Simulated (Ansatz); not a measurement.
**Fields on a plane of BN (h-BN type, space group P6_3/mmc)**

```xyz
4
Lattice="2.5006 0.0000 0.0000 -1.2503 2.1656 0.0000 0.0000 0.0000 6.5258" Properties=species:S:1:pos:R:3 pbc="T T T"
B      0.0000     1.4437     1.6315
B      1.2503     0.7219     4.8944
N      0.0000     1.4437     4.8944
N      1.2503     0.7219     1.6315
```

The slice is a (1 -1 0 0) plane (indices of the conventional cell) through the point (0.333, 0.667, 0.250) (fractional), spanned by u = [110] and v = [001] in vectors of this cell: u (2.50 Å) and v (6.53 Å, at 90° to u). It covers one period; positions are fractions (u, v).

Atoms on it: B at (0.00, 0.00); N at (0.00, 0.50). Other atoms lie within 1 Å of the plane.

The numbers are results of r2SCAN+rVV10 (plane waves to 500 eV, PAW, scalar-relativistic; Ansatz, an electronic-structure program), not measurements. k mesh 15×15×5. Inside the PAW spheres the values are not all-electron values, and peaks at nuclei hang on which shells count as valence. BN was relaxed with its symmetry unable to fall.

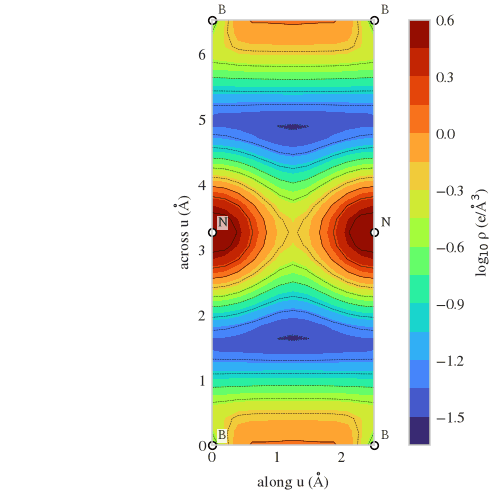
Log₁₀ of the valence density in e/Å³, one period of the plane, atoms marked. The scale is logarithmic, as a density can span decades between atoms and voids.

```
|xxxx558899888888998855xx|
|001155888888778888885511|
|112255777777777777775522|
|223344555566556655554433|
|222222333344444433332222|
|000011111111111111111100|
|000000000000000000000000|
|000000000000000000000000|
|111100000000000000000011|
|555544221100000011224455|
|887777663311111133667777|
|999988775533223355778899|
|999999997744224477999999|
|778899998855335588999988|
|xxxx889999553355999988xx|
|xxxx779999663366999977xx|
|xxxx889999553355999988xx|
|778899998855335588999988|
|999999997744224477999999|
|999988775533223355778899|
|887777663311111133667777|
|555544221100000011224455|
|111100000000000000000011|
|000000000000000000000000|
|000000000000000000000000|
|000011111111111111111100|
|222222333344444433332222|
|223344555566556655554433|
|112255777777777777775522|
|001155888888778888885511|
|xxxx558899888888998855xx|
|xxxx559999888888999955xx|
```
Scale: ten equal steps from 0.02 (start of '0') to 0.84 (end of '9'), in the order '0123456789'. Values: electron localisation function (ELF). The map has 12 points along u (two characters each, u = 0 at the left) and 32 along v (v = 0 in the bottom row). Points within 0.3 Å of a nucleus are blanked (x), as the pseudised field means little there.

Element round which the density of the highest valence band (whole band, smooth part) is largest on this plane: N.
